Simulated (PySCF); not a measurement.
# NMR shielding calculation of C$_{5}$H$_{5}$FN (charge −1)

System: C$_{5}$H$_{5}$FN, charge −1.
Method: GIAO PBE0/pcSseg-1 NMR shielding, non-relativistic, gas phase (PySCF 2.14.0).

The geometry comes from this level: GFN2-xTB, NEB image 2 of 0 to 8. It belongs to a series of runs on one base structure; here: NEB image 2 of 0 to 8. Figures and captions count atoms from 1; the log counts them from 0 in places.

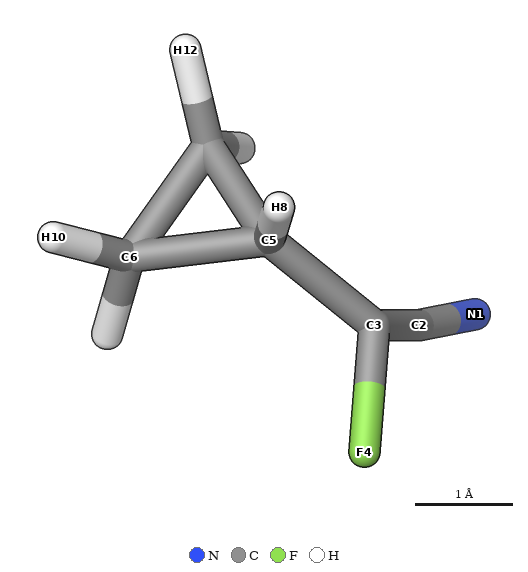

The input geometry (stick view, seen at a tilt; atoms are numbered from 1 in the order of the input).

Summary

| quantity | value |
| --- | --- |
| outcome | converged |
| total energy | −347.645788 hartree |
| HOMO | 0.54 eV |
| LUMO | 5.17 eV |
| isotropic shielding, N | −113.6 ppm |
| isotropic shielding, C | 45.6 to 180.0 ppm |
| isotropic shielding, F | 479.2 ppm |
| isotropic shielding, H | 29.0 to 31.8 ppm |
| hardware | 1 CPU thread, shared host |
| wall time | 8.1 s |
| peak memory | 0.77 GiB |

Remarks

The highest filled orbital lies above zero: either the extra electron isn't bound at this level, or the self-interaction error of the functional lifts the level.

Input
```
{"job": {"kind": "nmr", "xc": "PBE0", "basis": "pcSseg-1", "pop": false}, "charge": -1, "multiplicity": 1}
N      2.652600     1.577000     0.257700
C      1.996200     0.611900     0.139200
C      1.302800    -0.552600     0.258400
F      1.785700    -1.643000    -0.569900
C     -0.168400    -0.598900     0.382300
C     -1.112600    -0.246200    -0.760000
C     -0.969800     0.664800     0.421300
H     -0.538000    -1.409900     1.015900
H     -0.678700     0.067600    -1.698300
H     -2.034000    -0.807400    -0.868400
H     -0.436900     1.594200     0.278600
H     -1.797600     0.741800     1.117200
```

The first line tells a small driver script what to run in PySCF; the rest is the geometry in Å.

Run as:
```bash
OMP_NUM_THREADS=1 python <driver script> task.json out
```

Log
```
coarse grid: 10680 points
cycle   1  E = -347.5077764760  dE =  9.548e-01  |g| = 6.220e-01  |ddm| = 3.285e+00
cycle   2  E = -347.4103110437  dE =  9.747e-02  |g| = 9.720e-01  |ddm| = 1.869e+00
cycle   3  E = -347.5822793624  dE = -1.720e-01  |g| = 2.475e-01  |ddm| = 1.176e+00
cycle   4  E = -347.5964240586  dE = -1.414e-02  |g| = 5.760e-02  |ddm| = 2.939e-01
cycle   5  E = -347.5970161824  dE = -5.921e-04  |g| = 2.267e-02  |ddm| = 7.228e-02
cycle   6  E = -347.5971146250  dE = -9.844e-05  |g| = 4.206e-03  |ddm| = 2.737e-02
cycle   7  E = -347.5971178405  dE = -3.216e-06  |g| = 1.578e-03  |ddm| = 5.347e-03
final grid: 105496 points
cycle   8  E = -347.6457683955  dE = -3.276e-05  |g| = 9.078e-03  |ddm| = 3.521e-02
cycle   9  E = -347.6457542570  dE =  1.414e-05  |g| = 1.251e-02  |ddm| = 2.138e-02
cycle  10  E = -347.6457880447  dE = -3.379e-05  |g| = 1.363e-03  |ddm| = 1.179e-02
cycle  11  E = -347.6457883223  dE = -2.775e-07  |g| = 4.754e-04  |ddm| = 1.592e-03
cycle  12  E = -347.6457883605  dE = -3.822e-08  |g| = 2.265e-04  |ddm| = 5.739e-04
cycle  13  E = -347.6457883713  dE = -1.075e-08  |g| = 4.893e-05  |ddm| = 2.266e-04
cycle  14  E = -347.6457883718  dE = -5.271e-10  |g| = 1.035e-05  |ddm| = 7.246e-05
```

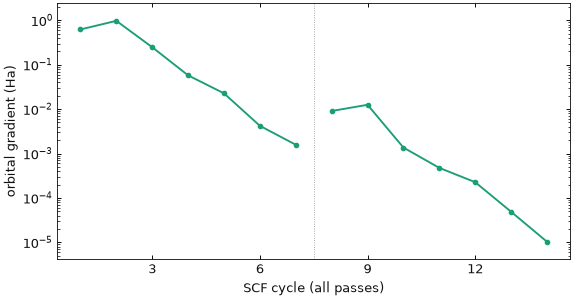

Convergence of the self-consistent field: orbital gradient against the SCF cycle. The dotted line marks the change from a coarse to the final integration grid. The first 7 cycles use a coarse grid, the final grid takes over at cycle 8, and the field converges after 14 cycles in all.

```
converged SCF energy = -347.6457883718

GIAO shielding tensors (ppm)
atom      isotropic    diamagn.    paramagn.     s11        s22        s33       span
  0 N     -113.646     344.214    -457.860   -230.389   -137.762     27.214    257.602
  1 C       45.646     258.108    -212.462    -57.384    -50.554    244.877    302.262
  2 C       45.911     246.224    -200.313   -106.948     77.828    166.852    273.800
  3 F      479.208     475.132       4.076    330.596    391.625    715.404    384.807
  4 C      165.684     247.172     -81.488    132.313    151.545    213.194     80.881
  5 C      176.852     252.789     -75.937    143.398    174.149    213.009     69.611
  6 C      180.015     251.002     -70.987    153.317    176.027    210.702     57.385
  7 H       28.985      30.355      -1.369     21.139     28.060     37.756     16.617
  8 H       31.813      31.890      -0.077     26.442     29.222     39.775     13.334
  9 H       31.548      31.708      -0.160     25.994     27.537     41.113     15.120
 10 H       31.239      32.169      -0.929     25.532     28.779     39.406     13.874
 11 H       31.541      31.263       0.277     25.984     27.600     41.038     15.055
```

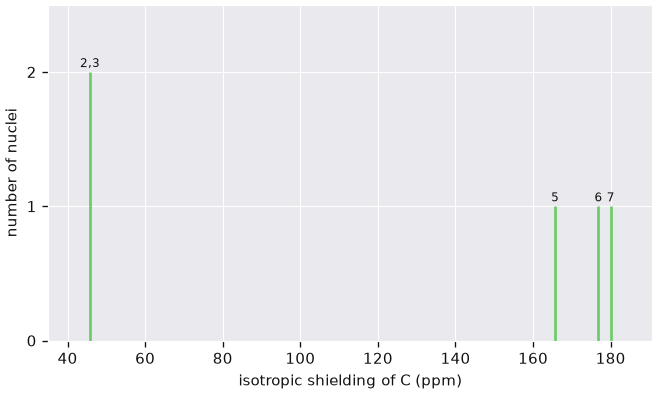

Isotropic shieldings of the carbon nuclei in this fixed geometry, labelled by atom number; shielding grows to the right, so chemical shift grows to the left. The least shielded is C2 (45.6 ppm), the most shielded C7 (180.0 ppm).
